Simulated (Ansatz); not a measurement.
**Amorphous Zr20O43Y2**

A CHGNet melt-quench gave the starting glass, which DFT then relaxed. O atoms were pushed apart under 1.9 Å during the dynamics, to hinder bonds among them. The hot cell started wider than the set density and was brought back towards it in steps. It is the lowest in DFT energy of 2 quenches. It is a model cell: composition and starting density were chosen by hand, and all elements were melted together. No dispersion term was used.

Methods: PBE, scalar-relativistic without spin-orbit coupling (Ansatz, a quantum-chemistry and plane-wave program); r2SCAN, scalar-relativistic without spin-orbit coupling (Ansatz); HSE06, scalar-relativistic without spin-orbit coupling (Ansatz). Geometry, pressure, stress and energy are those of the PBE run. Its sampling: a 2×2×2 Γ-centred mesh; Fermi-Dirac width 0.02 eV; no spin polarisation. Other functionals are single points at the zone centre (r2SCAN at 500 eV; exact exchange cut at the cell's faces), free to take moments where seeds were set. At PBE the levels at the filled edge of the gap are localised (band-tail or defect states).

```yaml
number_of_atoms_in_the_cell: 65
Density (volume relaxed, without dispersion): 5.65 g/cm³
volume_per_atom: 12.16 Å³
Pressure on a 2×2×2 Γ-centred mesh: -0.01 GPa
Largest force and stress component on that mesh (the relaxation ran on the zone centre alone): 0.13 eV/Å and 2.0 GPa
Level gap on a 2×2×2 Γ-centred mesh (PBE): 3.23 eV
Level gap at the zone centre (PBE): 3.37 eV
Level gap at the zone centre (r2SCAN): 3.82 eV
Level gap at the zone centre (HSE06): 4.88 eV
```

Neighbours within Zr-Zr 3.41 Å, Zr-O 2.76 Å, Zr-Y 3.58 Å, O-O 1.58 Å, O-Y 2.82 Å, Y-Y 3.74 Å count as bonded. Two cations that share two anions don't count as bonded, nor two that share one unless they lie closer than Zr-Zr 3.32 Å, Zr-Y 3.48 Å, Y-Y 3.64 Å.

```json
{
  "Mean coordination of Zr by anions": "6.90 (5 with 6, 12 with 7, 3 with 8)",
  "Mean coordination of O": "3.53 (20 with 3, 23 with 4)",
  "Mean coordination of Y by anions": "7.00 (1 with 6, 1 with 8)",
  "Mean Zr-O bond": "2.201 Å (spread 0.154 Å, 138 counted)",
  "Mean O-Y bond": "2.364 Å (spread 0.081 Å, 14 counted)"
}
```

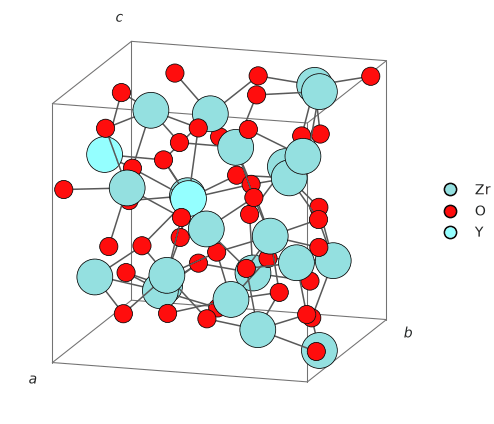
Fig. 1. The relaxed cell

Its density started from a set value of 5.28 g/cm³. The simulated quench (nominally 300 K/ps over its main leg) is rapid and tends to freeze in more defects than a deposited or slowly cooled glass has. One small periodic cell is one sample of the glass; other quenches scatter about these values. The volume was free in the relaxation, at fixed shape. Stress components on the final sampling reach 2.0 GPa. On a 2×2×2 Γ-centred mesh force components of up to 0.13 eV/Å stay, since the relaxation ran on the zone centre alone.
